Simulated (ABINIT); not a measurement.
# CsCdH3 (Pm-3m): zone-centre phonons, part 3 of 4

Which modes does CsCdH3 (Pm-3m) have at the zone centre?

ABINIT 10.8.3; DFT PBE, scalar-relativistic, plane waves, SPMS norm-conserving pseudopotentials.

So far. Step 4 (Relaxing the cell and atoms): The volume changes by +0.2 % in this run and stands -11.3 % from the first cell. Step 6 (Zone-centre response): The acoustic modes at Γ come out as far as 5.6 cm⁻¹ from zero, where they should vanish, a small numerical error. The relaxed cell has a = 4.331 Å (conventional setting).

The structure was built from a prototype and need not be the compound's stable phase.

## 7. Zone-centre analysis

anaddb reads the merged derivatives and imposes the acoustic sum rule.

The input, anaddb.abi:

```
ddb_filepath "gamma_DDB"
output_file "anaddb.abo"
outdata_prefix "anaddb"
asr 1
chneut 1
enunit 2
eivec 1
nph1l 1
qph1l 0.0 0.0 0.0 1.0
```

The input, mrgddb.in:

```
gamma_DDB
merged
2
dfpt_gammao_DDB
gso_DDB
```

Started as:

```
> mrgddb < mrgddb.in > mrgddb.log
> OMP_NUM_THREADS=1 anaddb anaddb.abi > anaddb.log
```

anaddb.abo, the main output file:

```text
-outvars_anaddb: echo values of input variables ----------------------

 Miscellaneous information :
      enunit         2
       eivec         1
         asr         1
 First list of wavevector (reduced coord.) :
       nph1l         1
       qph1l
                     0.00000000E+00  0.00000000E+00  0.00000000E+00    1.000E+00

================================================================================

 read the DDB information and perform some checks

  ==== Info on the Cryst% object ====
 Real(R)+Recip(G) space primitive vectors, cartesian coordinates (Bohr,Bohr^-1):
 R(1)=  8.1848736  0.0000000  0.0000000  G(1)=  0.1221766  0.0000000  0.0000000
 R(2)=  0.0000000  8.1848736  0.0000000  G(2)=  0.0000000  0.1221766  0.0000000
 R(3)=  0.0000000  0.0000000  8.1848736  G(3)=  0.0000000  0.0000000  0.1221766
 Unit cell volume ucvol=  5.4832232E+02 bohr^3
 Angles (23,13,12)=  9.00000000E+01  9.00000000E+01  9.00000000E+01 degrees
 Time-reversal symmetry is present
 Reduced atomic positions [iatom, xred, symbol]:
    1)    0.0000000  0.0000000  0.0000000  Cs
    2)    0.5000000  0.5000000  0.5000000  Cd
    3)    0.5000000  0.5000000  0.0000000   H
    4)    0.5000000  0.0000000  0.5000000   H
    5)    0.0000000  0.5000000  0.5000000   H

 DDB file with 3 blocks has been read.

================================================================================

 Treat the first list of vectors

  Phonon wavevector (reduced coordinates) :  0.00000  0.00000  0.00000
 Phonon energies in Hartree :
   0.000000E+00  0.000000E+00  0.000000E+00  2.808282E-04  2.808282E-04
   2.808282E-04  1.701821E-03  1.701821E-03  1.701821E-03  2.932840E-03
   2.932840E-03  2.932840E-03  3.793095E-03  3.793095E-03  3.793095E-03
 Phonon energies in meV     :
-  0.000000E+00  0.000000E+00  0.000000E+00  7.641724E+00  7.641724E+00
-  7.641724E+00  4.630890E+01  4.630890E+01  4.630890E+01  7.980663E+01
-  7.980663E+01  7.980663E+01  1.032154E+02  1.032154E+02  1.032154E+02
 Phonon frequencies in cm-1    :
-  0.000000E+00  0.000000E+00  0.000000E+00  6.163466E+01  6.163466E+01
-  6.163466E+01  3.735065E+02  3.735065E+02  3.735065E+02  6.436839E+02
-  6.436839E+02  6.436839E+02  8.324882E+02  8.324882E+02  8.324882E+02
 Phonon frequencies in Thz     :
-  0.000000E+00  0.000000E+00  0.000000E+00  1.847761E+00  1.847761E+00
-  1.847761E+00  1.119744E+01  1.119744E+01  1.119744E+01  1.929716E+01
-  1.929716E+01  1.929716E+01  2.495737E+01  2.495737E+01  2.495737E+01
 Phonon energies in Kelvin  :
-  0.000000E+00  0.000000E+00  0.000000E+00  8.867853E+01  8.867853E+01
-  8.867853E+01  5.373925E+02  5.373925E+02  5.373925E+02  9.261175E+02
-  9.261175E+02  9.261175E+02  1.197765E+03  1.197765E+03  1.197765E+03

 Eigendisplacements
 (will be given, for each mode : in cartesian coordinates
   for each atom the real part of the displacement vector,
   then the imaginary part of the displacement vector - absolute values smaller than 1.0d-7 are set to zero)
  Mode number    1   Energy    0.000000E+00
 Attention : low frequency mode.
   (Could be unstable or acoustic mode)
-  1  0.00000000E+00  0.00000000E+00  1.48625609E-03
-     0.00000000E+00  0.00000000E+00  0.00000000E+00
-  2  0.00000000E+00  0.00000000E+00  1.48627701E-03
-     0.00000000E+00  0.00000000E+00  0.00000000E+00
-  3  0.00000000E+00  0.00000000E+00  1.48624469E-03
-     0.00000000E+00  0.00000000E+00  0.00000000E+00
-  4  0.00000000E+00  0.00000000E+00  1.48625244E-03
-     0.00000000E+00  0.00000000E+00  0.00000000E+00
-  5  0.00000000E+00  0.00000000E+00  1.48625244E-03
-     0.00000000E+00  0.00000000E+00  0.00000000E+00
  Mode number    2   Energy    0.000000E+00
 Attention : low frequency mode.
   (Could be unstable or acoustic mode)
-  1  0.00000000E+00  1.48625609E-03  0.00000000E+00
-     0.00000000E+00  0.00000000E+00  0.00000000E+00
-  2  0.00000000E+00  1.48627701E-03  0.00000000E+00
-     0.00000000E+00  0.00000000E+00  0.00000000E+00
-  3  0.00000000E+00  1.48625244E-03  0.00000000E+00
-     0.00000000E+00  0.00000000E+00  0.00000000E+00
-  4  0.00000000E+00  1.48624469E-03  0.00000000E+00
-     0.00000000E+00  0.00000000E+00  0.00000000E+00
-  5  0.00000000E+00  1.48625244E-03  0.00000000E+00
-     0.00000000E+00  0.00000000E+00  0.00000000E+00
  Mode number    3   Energy    0.000000E+00
 Attention : low frequency mode.
   (Could be unstable or acoustic mode)
-  1  1.48625609E-03  0.00000000E+00  0.00000000E+00
-     0.00000000E+00  0.00000000E+00  0.00000000E+00
-  2  1.48627701E-03  0.00000000E+00  0.00000000E+00
-     0.00000000E+00  0.00000000E+00  0.00000000E+00
-  3  1.48625244E-03  0.00000000E+00  0.00000000E+00
-     0.00000000E+00  0.00000000E+00  0.00000000E+00
-  4  1.48625244E-03  0.00000000E+00  0.00000000E+00
-     0.00000000E+00  0.00000000E+00  0.00000000E+00
-  5  1.48624469E-03  0.00000000E+00  0.00000000E+00
-     0.00000000E+00  0.00000000E+00  0.00000000E+00
  Mode number    4   Energy    2.808282E-04
-  1  0.00000000E+00  0.00000000E+00  1.33934159E-03
-     0.00000000E+00  0.00000000E+00  0.00000000E+00
-  2  0.00000000E+00  0.00000000E+00 -1.63212295E-03
-     0.00000000E+00  0.00000000E+00  0.00000000E+00
-  3  0.00000000E+00  0.00000000E+00  2.55620963E-03
-     0.00000000E+00  0.00000000E+00  0.00000000E+00
-  4  0.00000000E+00  0.00000000E+00  1.43307439E-03
-     0.00000000E+00  0.00000000E+00  0.00000000E+00
-  5  0.00000000E+00  0.00000000E+00  1.43307439E-03
-     0.00000000E+00  0.00000000E+00  0.00000000E+00
  Mode number    5   Energy    2.808282E-04
-  1  1.13566452E-07  1.33934159E-03  0.00000000E+00
-     0.00000000E+00  0.00000000E+00  0.00000000E+00
-  2 -1.38392188E-07 -1.63212295E-03  0.00000000E+00
-     0.00000000E+00  0.00000000E+00  0.00000000E+00
-  3  1.21514313E-07  1.43307438E-03  0.00000000E+00
-     0.00000000E+00  0.00000000E+00  0.00000000E+00
-  4  1.21514313E-07  2.55620962E-03  0.00000000E+00
-     0.00000000E+00  0.00000000E+00  0.00000000E+00
-  5  2.16748035E-07  1.43307438E-03  0.00000000E+00
-     0.00000000E+00  0.00000000E+00  0.00000000E+00
  Mode number    6   Energy    2.808282E-04
-  1  1.33934159E-03 -1.13566362E-07  0.00000000E+00
-     0.00000000E+00  0.00000000E+00  0.00000000E+00
-  2 -1.63212295E-03  1.38392079E-07  0.00000000E+00
-     0.00000000E+00  0.00000000E+00  0.00000000E+00
-  3  1.43307438E-03 -1.21514217E-07  0.00000000E+00
-     0.00000000E+00  0.00000000E+00  0.00000000E+00
-  4  1.43307438E-03 -2.16747864E-07  0.00000000E+00
-     0.00000000E+00  0.00000000E+00  0.00000000E+00
-  5  2.55620962E-03 -1.21514217E-07  0.00000000E+00
-     0.00000000E+00  0.00000000E+00  0.00000000E+00
  Mode number    7   Energy    1.701821E-03
-  1  0.00000000E+00  0.00000000E+00  3.53107826E-04
-     0.00000000E+00  0.00000000E+00  0.00000000E+00
-  2  0.00000000E+00  0.00000000E+00 -6.68179150E-05
-     0.00000000E+00  0.00000000E+00  0.00000000E+00
-  3  0.00000000E+00 -4.78066283E-07 -1.64514581E-02
-     0.00000000E+00  0.00000000E+00  0.00000000E+00
-  4  0.00000000E+00 -6.94257428E-07 -1.13284887E-02
-     0.00000000E+00  0.00000000E+00  0.00000000E+00
-  5 -1.17542611E-07 -4.78066283E-07 -1.13284887E-02
-     0.00000000E+00  0.00000000E+00  0.00000000E+00
  Mode number    8   Energy    1.701821E-03
-  1  0.00000000E+00 -3.53107826E-04  0.00000000E+00
-     0.00000000E+00  0.00000000E+00  0.00000000E+00
-  2  0.00000000E+00  6.68179149E-05  0.00000000E+00
-     0.00000000E+00  0.00000000E+00  0.00000000E+00
-  3 -3.62085312E-07  1.13284887E-02 -6.94253670E-07
-     0.00000000E+00  0.00000000E+00  0.00000000E+00
-  4 -3.62085312E-07  1.64514580E-02 -4.78063696E-07
-     0.00000000E+00  0.00000000E+00  0.00000000E+00
-  5 -5.25827539E-07  1.13284887E-02 -4.78063696E-07
-     0.00000000E+00  0.00000000E+00  0.00000000E+00
  Mode number    9   Energy    1.701821E-03
-  1  3.53107826E-04  0.00000000E+00  0.00000000E+00
-     0.00000000E+00  0.00000000E+00  0.00000000E+00
-  2 -6.68179150E-05  0.00000000E+00  0.00000000E+00
-     0.00000000E+00  0.00000000E+00  0.00000000E+00
-  3 -1.13284887E-02 -3.62081896E-07  1.17564801E-07
-     0.00000000E+00  0.00000000E+00  0.00000000E+00
-  4 -1.13284887E-02 -5.25822578E-07  0.00000000E+00
-     0.00000000E+00  0.00000000E+00  0.00000000E+00
-  5 -1.64514581E-02 -3.62081896E-07  0.00000000E+00
-     0.00000000E+00  0.00000000E+00  0.00000000E+00
  Mode number   10   Energy    2.932840E-03
-  1  0.00000000E+00  0.00000000E+00  0.00000000E+00
-     0.00000000E+00  0.00000000E+00  0.00000000E+00
-  2  0.00000000E+00  0.00000000E+00  0.00000000E+00
-     0.00000000E+00  0.00000000E+00  0.00000000E+00
-  3  0.00000000E+00  4.56708244E-07  0.00000000E+00
-     0.00000000E+00  0.00000000E+00  0.00000000E+00
-  4  0.00000000E+00  0.00000000E+00 -1.64963404E-02
-     0.00000000E+00  0.00000000E+00  0.00000000E+00
-  5  0.00000000E+00 -4.56708244E-07  1.64963404E-02
-     0.00000000E+00  0.00000000E+00  0.00000000E+00
  Mode number   11   Energy    2.932840E-03
-  1  0.00000000E+00  0.00000000E+00  0.00000000E+00
-     0.00000000E+00  0.00000000E+00  0.00000000E+00
-  2  0.00000000E+00  0.00000000E+00  0.00000000E+00
-     0.00000000E+00  0.00000000E+00  0.00000000E+00
-  3  0.00000000E+00 -1.64963404E-02  0.00000000E+00
-     0.00000000E+00  0.00000000E+00  0.00000000E+00
-  4  0.00000000E+00  0.00000000E+00 -4.56708244E-07
-     0.00000000E+00  0.00000000E+00  0.00000000E+00
-  5  0.00000000E+00  1.64963404E-02  4.56708244E-07
-     0.00000000E+00  0.00000000E+00  0.00000000E+00
  Mode number   12   Energy    2.932840E-03
-  1  0.00000000E+00  0.00000000E+00  0.00000000E+00
-     0.00000000E+00  0.00000000E+00  0.00000000E+00
-  2  0.00000000E+00  0.00000000E+00  0.00000000E+00
-     0.00000000E+00  0.00000000E+00  0.00000000E+00
-  3  1.64963405E-02  0.00000000E+00  0.00000000E+00
-     0.00000000E+00  0.00000000E+00  0.00000000E+00
-  4 -1.64963405E-02  0.00000000E+00  0.00000000E+00
-     0.00000000E+00  0.00000000E+00  0.00000000E+00
-  5  0.00000000E+00  0.00000000E+00  0.00000000E+00
-     0.00000000E+00  0.00000000E+00  0.00000000E+00
  Mode number   13   Energy    3.793095E-03
-  1  0.00000000E+00  0.00000000E+00  1.08487907E-05
-     0.00000000E+00  0.00000000E+00  0.00000000E+00
-  2  0.00000000E+00  0.00000000E+00  5.30778784E-05
-     0.00000000E+00  0.00000000E+00  0.00000000E+00
-  3  0.00000000E+00  0.00000000E+00  1.62746703E-02
-     0.00000000E+00  0.00000000E+00  0.00000000E+00
-  4  0.00000000E+00  0.00000000E+00 -1.18123640E-02
-     0.00000000E+00  0.00000000E+00  0.00000000E+00
-  5  0.00000000E+00  0.00000000E+00 -1.18123640E-02
-     0.00000000E+00  0.00000000E+00  0.00000000E+00
  Mode number   14   Energy    3.793095E-03
-  1  0.00000000E+00 -1.08487907E-05  0.00000000E+00
-     0.00000000E+00  0.00000000E+00  0.00000000E+00
-  2  0.00000000E+00 -5.30778783E-05  0.00000000E+00
-     0.00000000E+00  0.00000000E+00  0.00000000E+00
-  3 -6.93382319E-07  1.18123640E-02  0.00000000E+00
-     0.00000000E+00  0.00000000E+00  0.00000000E+00
-  4 -6.93382319E-07 -1.62746703E-02  0.00000000E+00
-     0.00000000E+00  0.00000000E+00  0.00000000E+00
-  5  9.55318394E-07  1.18123640E-02  0.00000000E+00
-     0.00000000E+00  0.00000000E+00  0.00000000E+00
  Mode number   15   Energy    3.793095E-03
-  1  1.08487907E-05  0.00000000E+00  0.00000000E+00
-     0.00000000E+00  0.00000000E+00  0.00000000E+00
-  2  5.30778783E-05  0.00000000E+00  0.00000000E+00
-     0.00000000E+00  0.00000000E+00  0.00000000E+00
-  3 -1.18123640E-02 -6.93382319E-07  0.00000000E+00
-     0.00000000E+00  0.00000000E+00  0.00000000E+00
-  4 -1.18123640E-02  9.55318394E-07  0.00000000E+00
-     0.00000000E+00  0.00000000E+00  0.00000000E+00
-  5  1.62746703E-02 -6.93382319E-07  0.00000000E+00
-     0.00000000E+00  0.00000000E+00  0.00000000E+00

 Analysis of degeneracies and characters (maximum tolerance=1.00E-06 a.u.)
 For each vibration mode, or group of modes if degenerate,
 the characters are given for each symmetry operation (see the list in the log file).
 Symmetry characters of vibration mode #   1
       degenerate with vibration modes #   2 to    3
  3.0 -3.0 -1.0  1.0 -1.0  1.0 -1.0  1.0  1.0 -1.0 -1.0  1.0  1.0 -1.0 -1.0  1.0
  0.0 -0.0  0.0 -0.0 -0.0  0.0 -0.0  0.0  1.0 -1.0 -1.0  1.0 -1.0  1.0  1.0 -1.0
  0.0 -0.0 -0.0  0.0 -0.0  0.0  0.0 -0.0  1.0 -1.0  1.0 -1.0 -1.0  1.0 -1.0  1.0
 Symmetry characters of vibration mode #   4
       degenerate with vibration modes #   5 to    6
  3.0 -3.0 -1.0  1.0 -1.0  1.0 -1.0  1.0  1.0 -1.0 -1.0  1.0  1.0 -1.0 -1.0  1.0
 -0.0  0.0 -0.0  0.0  0.0 -0.0  0.0 -0.0  1.0 -1.0 -1.0  1.0 -1.0  1.0  1.0 -1.0
 -0.0  0.0  0.0 -0.0  0.0 -0.0 -0.0  0.0  1.0 -1.0  1.0 -1.0 -1.0  1.0 -1.0  1.0
 Symmetry characters of vibration mode #   7
       degenerate with vibration modes #   8 to    9
  3.0 -3.0 -1.0  1.0 -1.0  1.0 -1.0  1.0  1.0 -1.0 -1.0  1.0  1.0 -1.0 -1.0  1.0
 -0.0  0.0 -0.0  0.0  0.0 -0.0  0.0 -0.0  1.0 -1.0 -1.0  1.0 -1.0  1.0  1.0 -1.0
 -0.0  0.0  0.0 -0.0  0.0 -0.0 -0.0  0.0  1.0 -1.0  1.0 -1.0 -1.0  1.0 -1.0  1.0
 Symmetry characters of vibration mode #  10
       degenerate with vibration modes #  11 to   12
  3.0 -3.0 -1.0  1.0 -1.0  1.0 -1.0  1.0 -1.0  1.0  1.0 -1.0 -1.0  1.0  1.0 -1.0
  0.0 -0.0 -0.0  0.0  0.0 -0.0 -0.0  0.0 -1.0  1.0  1.0 -1.0  1.0 -1.0 -1.0  1.0
  0.0 -0.0  0.0 -0.0 -0.0  0.0 -0.0  0.0 -1.0  1.0 -1.0  1.0  1.0 -1.0  1.0 -1.0
 Symmetry characters of vibration mode #  13
       degenerate with vibration modes #  14 to   15
  3.0 -3.0 -1.0  1.0 -1.0  1.0 -1.0  1.0  1.0 -1.0 -1.0  1.0  1.0 -1.0 -1.0  1.0
  0.0 -0.0  0.0 -0.0 -0.0  0.0 -0.0  0.0  1.0 -1.0 -1.0  1.0 -1.0  1.0  1.0 -1.0
  0.0 -0.0 -0.0  0.0 -0.0  0.0  0.0 -0.0  1.0 -1.0  1.0 -1.0 -1.0  1.0 -1.0  1.0
-
```

Wall time 0.51 s (1 thread of Arm Neoverse V1, shared host).

Numbers from this step:

```yaml
lowest_optical_zone_centre_mode: 61.63 cm⁻¹
```

No LO-TO term; unit eigenvectors of the mass-weighted matrix, from anaddb's displacements. Modes at Γ, with each element's share of the kinetic energy:

```csv
mode,frequency (cm⁻¹),symmetry,Cs %,Cd %,H %
1,0.0,acoustic,54,45,1
2,0.0,acoustic,54,45,1
3,0.0,acoustic,54,45,1
4,61.6,T1u,43,55,2
5,61.6,T1u,43,55,2
6,61.6,T1u,43,55,2
7,373.5,T1u,3,0,97
8,373.5,T1u,3,0,97
9,373.5,T1u,3,0,97
10,643.7,T2u,0,0,100
11,643.7,T2u,0,0,100
12,643.7,T2u,0,0,100
13,832.5,T1u,0,0,100
14,832.5,T1u,0,0,100
15,832.5,T1u,0,0,100
```

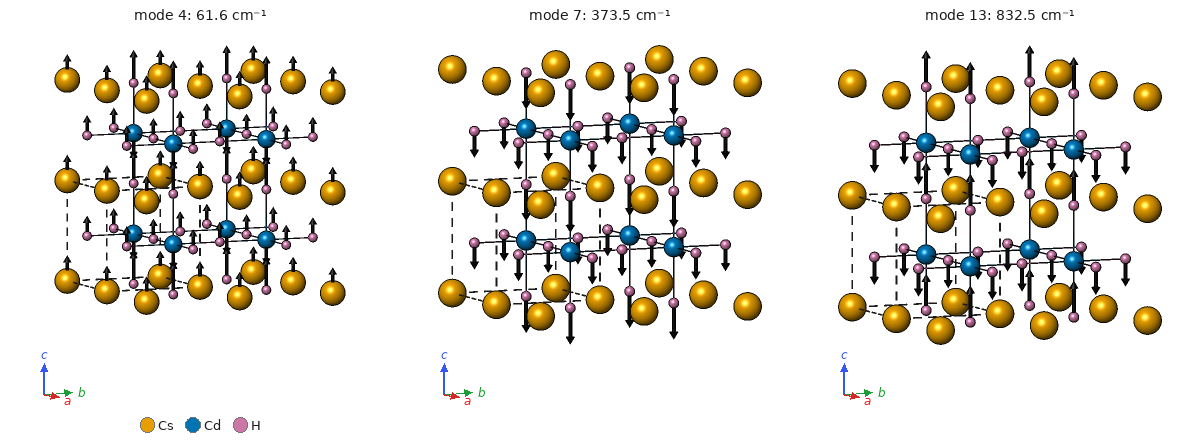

Displacement patterns of modes 4, 7 and 13 at Γ; arrows are exaggerated. 2×2×2 cells are drawn. Some periodic images of atoms are drawn too.

The rule also moves an optical mode by 0.3 cm⁻¹.

(Part 3 of 4 ends here.)

[Host names and launcher messages were left out of these logs when they were recorded.]

[Logs are printed without paths, hosts, clocks, repeated set-up lines and the standing remarks that a program may print on its own settings, such as how far it seeks lower states.]

[Hosts, paths, dates, database ids (printed as entryN), source tags and the programs' standing remarks are cut or masked in the printed files.]
